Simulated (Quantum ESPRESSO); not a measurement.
## Collinear magnetic orders of KMnF3 with Quantum ESPRESSO: start 1: ferro +

Quantum ESPRESSO 7.5; PBEsol with U = 4 eV on Mn d (ortho-atomic projectors); plane waves with GBRV 1.5 PBEsol potentials, no spin-orbit coupling.

The signs are those of the starting moments on the seeded atoms, the atoms that are given a moment.

File pw.in:

```
&CONTROL
  calculation = 'scf'
  prefix = 'pwscf'
  outdir = './tmp'
  pseudo_dir = './pseudo'
  disk_io = 'nowf'
/
&SYSTEM
  ibrav = 0
  nat = 5
  ntyp = 3
  ecutwfc = 40
  ecutrho = 280
  nbnd = 34
  occupations = 'smearing'
  smearing = 'fd'
  degauss = 0.00367493
  nspin = 2
  starting_magnetization(1) = 0
  starting_magnetization(2) = 0.3
  starting_magnetization(3) = 0
/
&ELECTRONS
  conv_thr = 1d-08
  electron_maxstep = 150
  mixing_beta = 0.3
/
ATOMIC_SPECIES
K      39.0983 k_pbesol_v1.4.uspp.F.UPF
Mn     54.9380 mn_pbesol_v1.5.uspp.F.UPF
F      18.9984 f_pbesol_v1.4.uspp.F.UPF
CELL_PARAMETERS angstrom
   4.1893000000    0.0000000000    0.0000000000
   0.0000000000    4.1893000000    0.0000000000
   0.0000000000    0.0000000000    4.1893000000
ATOMIC_POSITIONS crystal
K       0.5000000000    0.5000000000    0.5000000000
Mn      0.0000000000    0.0000000000    0.0000000000
F       0.5000000000    0.0000000000    0.0000000000
F       0.0000000000    0.5000000000    0.0000000000
F       0.0000000000    0.0000000000    0.5000000000
K_POINTS automatic
6 6 6 0 0 0
HUBBARD {ortho-atomic}
U Mn-3d 4.0000
```

Command:

```
$ OMP_NUM_THREADS=1 mpirun -n 4 pw.x -nk 4 -in pw.in > pw.out
```

Before running it: what should come out for the spin moment in the atom's sphere?

The site moments add up to 4.38 μB, near the cell's 5.00 μB; the rest lies between the atoms. Symmetry leaves 3 kinds of site among the 5 atoms, and equivalent atoms carry values of equal size.

Spin moment in the atom's sphere by atom:

```tsv
atom	spin moment in the atom's sphere (μB)
K1	0.00
Mn2	4.22
F3	0.05
F4	0.05
F5	0.05
```

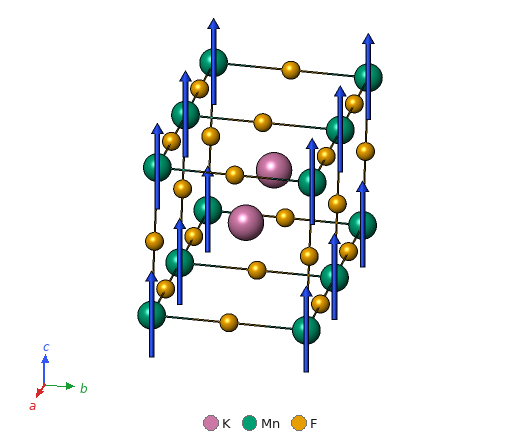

Spin moment in the atom's sphere as arrows, the longest 4.22 μB. Up and down stand for the sign. Arrows give size and sign along the axis of quantisation, drawn up and down the page. 2×1×1 cells are drawn. Some periodic images of atoms are drawn too.

Read from the output:

```yaml
magnetization: 5 μB
absolute_magnetization: 5.004 μB
final_state: ferromagnetic
```

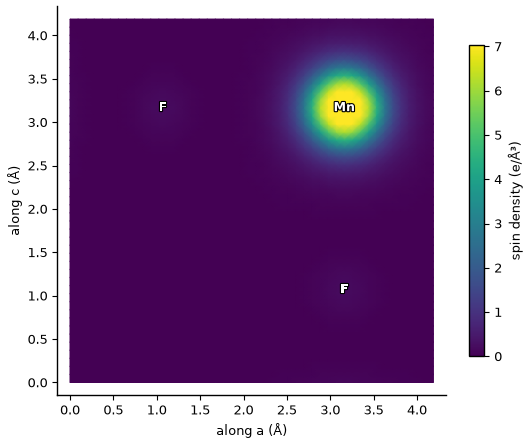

Spin density in the ac plane at fractional y = 0.000, with atoms of Mn and F within 0.2 Å of it. The map starts off the cell's origin, so that atoms lie inside it.

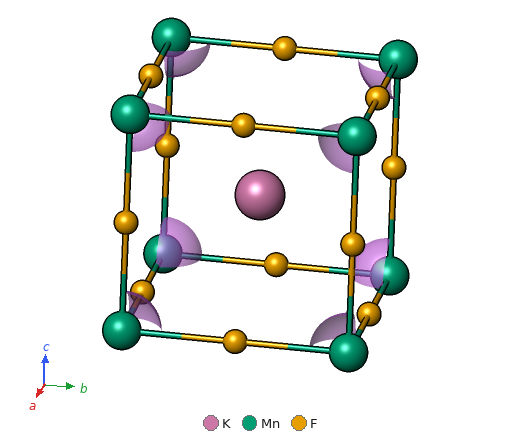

Surface of spin density = 0.64 e/Å³, which holds about 70 % of the integral of its size.

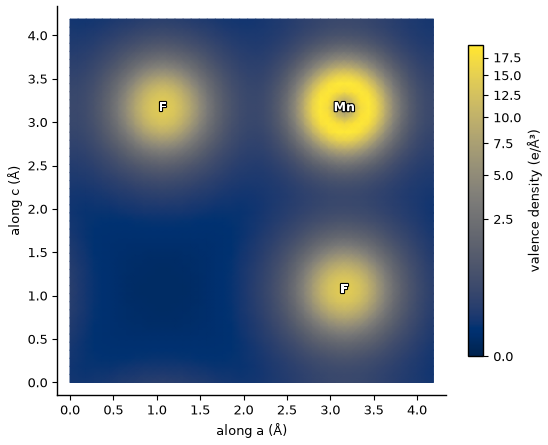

Valence density in the ac plane at fractional y = 0.000, with atoms of Mn and F within 0.2 Å of it. It is the smooth field of the valence electrons, not physical close to the nuclei. The colour scale is stretched toward low values.

[Logs and program files are shortened in this print: banners, set-up blocks, solver, clock and traceback lines can be left out without a mark of their own.]

[Logs are printed without paths, hosts, clocks, repeated set-up lines and the standing remarks that a program may print on its own settings, such as how far it seeks lower states.]

[Hosts, paths, dates, database ids (printed as entryN), source tags and the programs' standing remarks are cut or masked in the printed files.]

[Where a cell is said to come from a database of computed structures, the database is the Materials Project.]
